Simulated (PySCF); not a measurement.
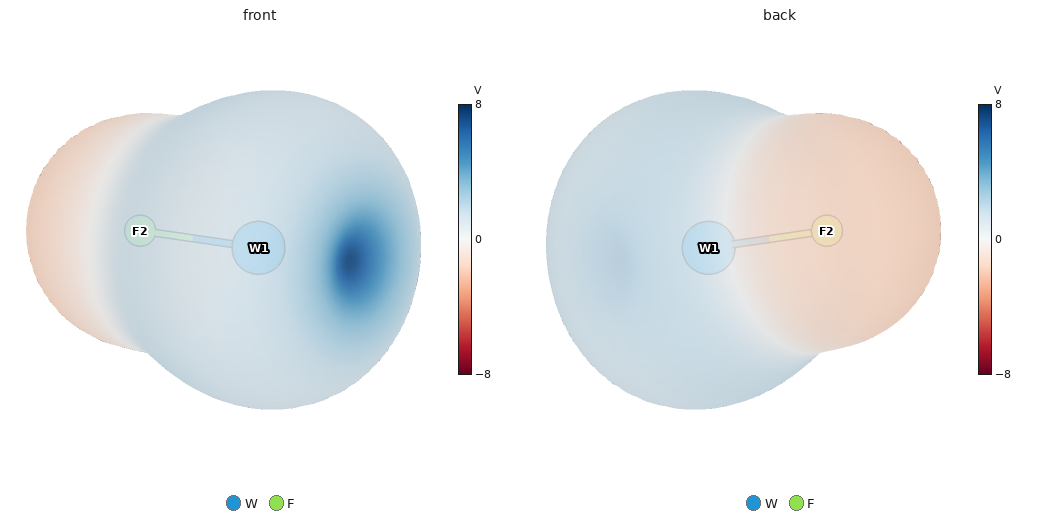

*WF (sextet). The electrostatic potential painted on the density surface at 0.004 e/bohr³, seen from the front and from behind; red is negative and blue positive.*

Core potentials replace the inner electrons of W.

The calculation used PBE0/def2-TZVPPD, non-relativistic Hamiltonian with scalar-relativistic core potentials where named, at a bond length of 1.899 Å in PySCF 2.14.0.

**Where is the surface potential most negative and most positive?**

The most negative region (about −1.6 V) lies over F2, the most positive (about +6.6 V) over W1.
